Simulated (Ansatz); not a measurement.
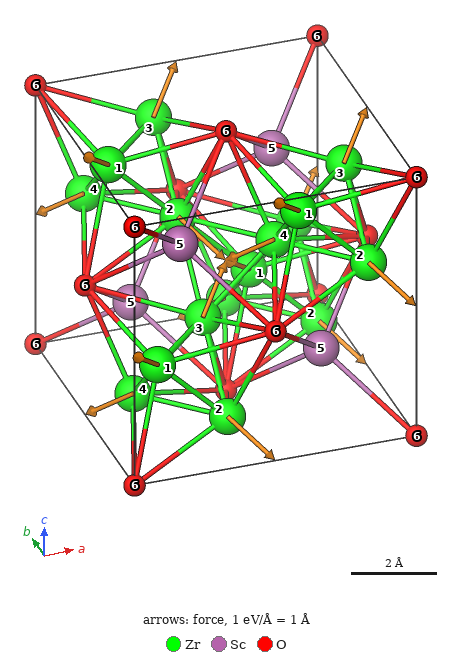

Starting geometry of crystalline Zr4ScO (a generated structure, set up in F-43m) (coarse preliminary run) with the computed forces as orange arrows. Style: ball-and-stick. Shown: the conventional cell (4 times the calculation's cell), from a free direction. Lengths and directions refer to the drawn axes.

All numbers below come from DFT PBE, scalar-relativistic, plane waves, PAW (Ansatz). Set-up: plane-wave cutoff 420 eV; k-point mesh 4 × 4 × 4; occupations gaussian; smearing width 0.1 eV; no spin polarisation; cell and atoms relaxed; force threshold 0.04 eV/Å; at most 70 steps.

What follows when this structure is relaxed?

It isn't relaxed: the largest force vector, on Zr atoms, is 1.53 eV/Å. The atoms end up moving mostly along the starting forces (cosine between the two patterns 1.00). The energy falls by 1085 meV per atom in 6 accepted moves (9 points after the start). The largest force component goes from 0.88 to 0.0043 eV/Å. Pressure: 61.04 GPa at the start and 0.29 GPa at the end. The line search rejected the trial step at point 7 of the run. At 2 points the geometry stayed and the basis and grid were re-selected for the new cell (energy shift of 42.9 meV per atom at most each time). The largest moves relative to the cell, 0.063 Å, are those of Zr1, Zr2, Zr3 and Zr4. Zr4 goes along [−1 1 −1]. Sc and O stay in place. Cell: a = b = c 7.048 → 8.133 Å (+15.4 %). Volume +53.6 %. Some distances before and after: Zr1–Zr2 2.471 → 2.955 Å, Sc5–O6 3.052 → 3.522 Å, Zr1–O6 2.920 → 3.380 Å, Zr1–Sc5 2.924 → 3.363 Å. The space group stays F-43m (No. 216). The run took 22 s on 1 thread of Intel(R) Xeon(R) 6975P-C (Granite Rapids) (shared host), peak memory 0.43 GiB.
